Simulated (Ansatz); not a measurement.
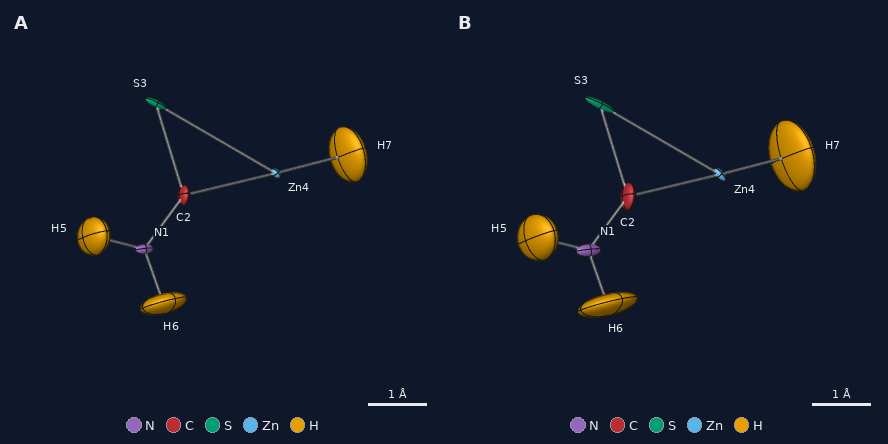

Displacement ellipsoids at the 50 % level, scaled by 1.5, from the internal vibrations of the free molecule (harmonic, no overall translation or rotation; no half-axis is drawn under 0.075 Å). Vibrations computed with RKS PBE0-D4/def2-TZVP (Ansatz 0.2.0). One panel is for 298 K, the other for 600 K.

### Which panel is for 600 K?

B.

### How much does the mean-square displacement of S3 grow, and why?

U_eq goes from 0.0034 to 0.0066 Å², a factor of 1.9. Modes below kT (417 cm⁻¹ at 600 K) grow about in proportion to T, and the lowest lies at 114 cm⁻¹; the mean-square amplitude of a mode is its zero-point value times coth(ħω/2kT), which comes close to 1 only above about 3kT.
